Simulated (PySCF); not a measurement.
```yaml
atoms:
  - { symbol: C, position_ang: [2.5217, -0.4581, 0.2086] }
  - { symbol: Al, position_ang: [1.1593, 0.2317, -1.0538] }
  - { symbol: N, position_ang: [-0.6421, 0.0997, -0.0048] }
  - { symbol: C, position_ang: [-1.6950, 0.6288, -0.8790] }
  - { symbol: C, position_ang: [-0.9070, -1.3064, 0.3175] }
  - { symbol: C, position_ang: [-0.5464, 0.9009, 1.2194] }
  - { symbol: H, position_ang: [2.6261, 0.1462, 1.1262] }
  - { symbol: H, position_ang: [2.3562, -1.5061, 0.5134] }
  - { symbol: H, position_ang: [3.5104, -0.4381, -0.2834] }
  - { symbol: H, position_ang: [1.1568, 1.8213, -1.3293] }
  - { symbol: H, position_ang: [0.7721, -0.7145, -2.3018] }
  - { symbol: H, position_ang: [-1.4685, 1.6739, -1.1295] }
  - { symbol: H, position_ang: [-2.6806, 0.5747, -0.3833] }
  - { symbol: H, position_ang: [-1.7216, 0.0468, -1.8102] }
  - { symbol: H, position_ang: [-0.9341, -1.8937, -0.6103] }
  - { symbol: H, position_ang: [-0.1014, -1.6960, 0.9539] }
  - { symbol: H, position_ang: [-1.8704, -1.4140, 0.8469] }
  - { symbol: H, position_ang: [0.2437, 0.4949, 1.8648] }
  - { symbol: H, position_ang: [-0.2860, 1.9359, 0.9581] }
  - { symbol: H, position_ang: [-1.5035, 0.8934, 1.7706] }
```

Geometry: PBE0-D3(BJ)/def2-SVP.

These are results of PBE0/pcSseg-1, SCF density, gas phase, non-relativistic in PySCF, not measurements.

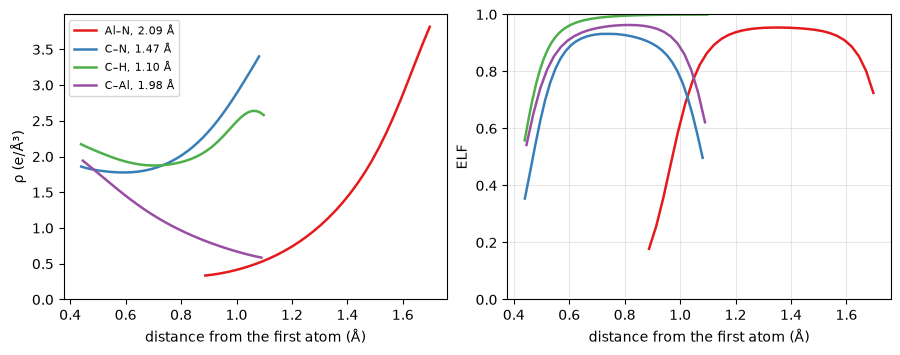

C$_{4}$H$_{14}$AlN (SMILES [CH3][AlH2-][N+](C)(C)C). Electron density and electron localisation function along straight lines between neighbouring atoms. The curves leave out the atomic cores.

Question: What can be read from the curves?

Answer: Al–N (2.09 Å): the density is about 0.46 e/Å³ at the midpoint; the ELF peaks at about 0.95 in the valence shell of N, 0.7 Å from its nucleus, and is about 0.75 at the midpoint.
C–N (1.47 Å): ρ at the midpoint is about 1.9 e/Å³; the ELF peaks at about 0.95 between the atoms: a covalent bond.
C–H (1.10 Å): ρ at the midpoint is about 2 e/Å³; the ELF climbs to about 1 towards the hydrogen, as it does in any bond to H (an ordinary covalent bond to hydrogen).
C–Al (1.98 Å): ρ is about 0.68 e/Å³ halfway; the ELF peaks at about 0.95 between the atoms: a shared but strongly polarised pair.
